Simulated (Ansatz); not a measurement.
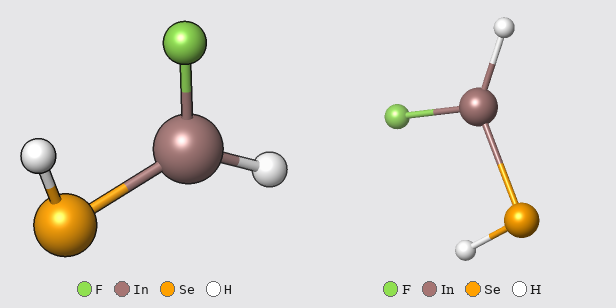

Two views of one molecule.

Computed geometry: PBE0-D4/def2-TZVP optimisation.

What is the molecular formula?

FH₂InSe, 5 atoms: 1 fluorine, 2 hydrogen, 1 indium and 1 selenium.

Count the bonded pairs by element.

1 F–In, 1 In–Se, 1 In–H, 1 Se–H.

More results for the same structure follow; atom numbers are the same in all pictures, views and colours differ.

## Symmetry

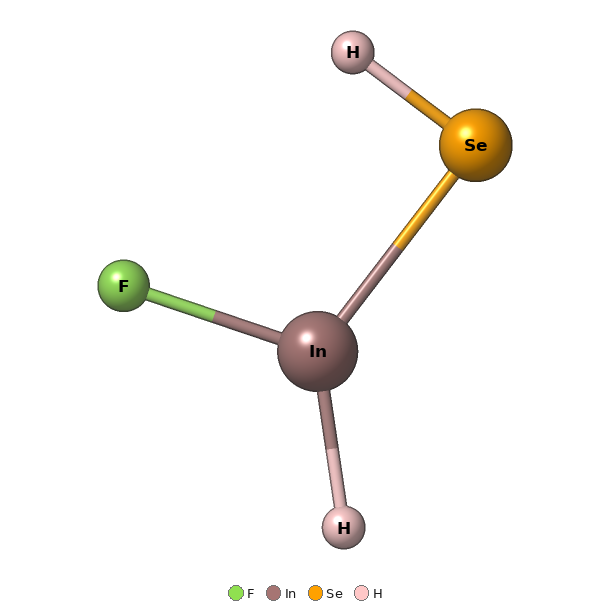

All atoms lie in one plane, which faces the viewer.

Which symmetry elements does this geometry have?

It has 1 mirror plane, so the point group is Cs. The group has 2 operations. The geometry is achiral, and symmetry allows a dipole moment.

## Vibrations

Harmonic vibrations computed with RKS PBE0-D4/def2-TZVP, core potentials on In (Ansatz 0.2.0) at a stationary point of the same level.

List the wavenumbers.

9 modes: 100, 241, 252, 393, 441, 584, 599, 1891, 2442 cm⁻¹.

## Levels of theory compared

Program: Ansatz 0.2.0.

At this fixed geometry, give HOMO energy (eV) at these levels: B3LYP-D4/def2-TZVPP; B97M-V/def2-TZVPP; BLYP-D4/def2-TZVPP; CAM-B3LYP-D4/def2-TZVPP; HSE06 (plane-wave form)-D4/def2-TZVPP; PBE0-D4/def2-QZVPP; PBE0-D4/def2-SVP; SPW92 (LDA)/def2-TZVPP; r2SCAN0-D4/def2-TZVPP; revPBE-D4/def2-TZVPP; ωB97M-V/def2-QZVPP; ωB97M-V/def2-TZVPP.

| level | HOMO energy (eV) |
| --- | --- |
| B3LYP-D4/def2-TZVPP | −7.30 |
| B97M-V/def2-TZVPP | −6.72 |
| BLYP-D4/def2-TZVPP | −6.24 |
| CAM-B3LYP-D4/def2-TZVPP | −8.79 |
| HSE06 (plane-wave form)-D4/def2-TZVPP | −7.13 |
| PBE0-D4/def2-QZVPP | −7.54 |
| PBE0-D4/def2-SVP | −7.41 |
| SPW92 (LDA)/def2-TZVPP | −6.57 |
| r2SCAN0-D4/def2-TZVPP | −7.71 |
| revPBE-D4/def2-TZVPP | −6.34 |
| ωB97M-V/def2-QZVPP | −9.67 |
| ωB97M-V/def2-TZVPP | −9.65 |

## Charges

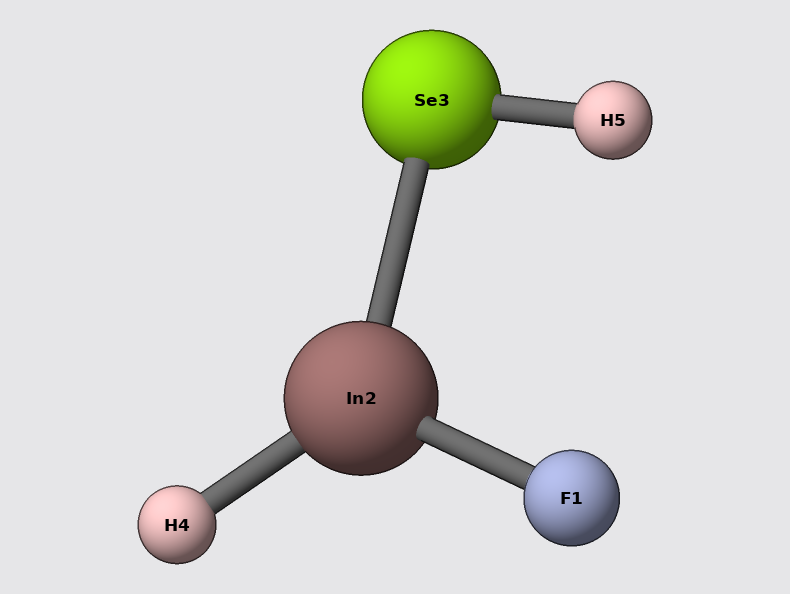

The questions are on Mulliken charges. Properties computed with RKS ωB97M-V/def2-TZVPP, core potentials on In (Ansatz 0.2.0).

List the Mulliken charges.

```csv
atom,value (e)
F1,−0.50
In2,0.73
Se3,−0.29
H4,−0.05
H5,0.10
```

## Thermal motion

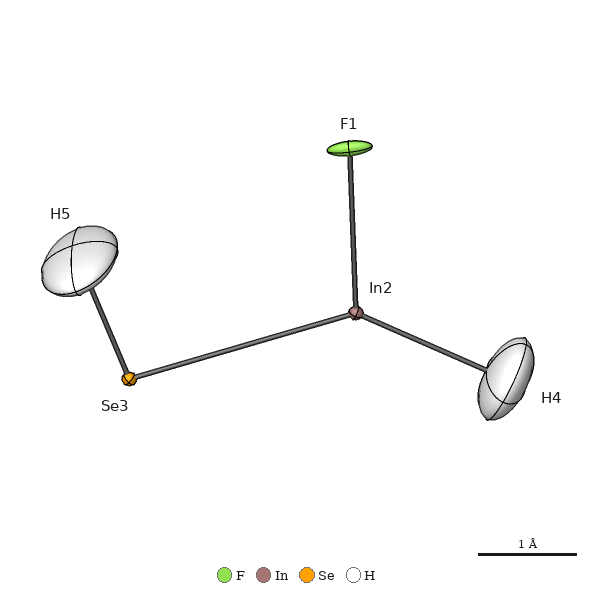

Displacement ellipsoids at the 50 % level, enlarged 1.5 times, from the internal vibrations of the free molecule (harmonic, no overall translation or rotation; no half-axis is drawn under 0.075 Å). Vibrations computed with RKS PBE0-D4/def2-TZVP, core potentials on In (Ansatz 0.2.0). Temperature: 100 K.

Which atom has the largest mean-square displacement?

H5, with U_eq = 0.0360 Å².

Does H5 move more along its bond or across it?

Across it: the root-mean-square amplitude is 0.084 Å along the bond and up to 0.263 Å across, since bending and torsion are softer than stretching.

Give the displacement parameters, one line for each set of equivalent atoms.

```json
{"atom": "F1", "U_eq (Å²)": "0.0038", "rms amplitudes (Å)": "0.013, 0.036, 0.100"}
{"atom": "In2", "U_eq (Å²)": "0.00022", "rms amplitudes (Å)": "0.005, 0.013, 0.021"}
{"atom": "Se3", "U_eq (Å²)": "0.00034", "rms amplitudes (Å)": "0.004, 0.016, 0.027"}
{"atom": "H4", "U_eq (Å²)": "0.0295", "rms amplitudes (Å)": "0.095, 0.198, 0.201"}
{"atom": "H5", "U_eq (Å²)": "0.0360", "rms amplitudes (Å)": "0.084, 0.178, 0.263"}
```

Mulliken values depend strongly on the basis set and can even reverse the polarity of a bond.
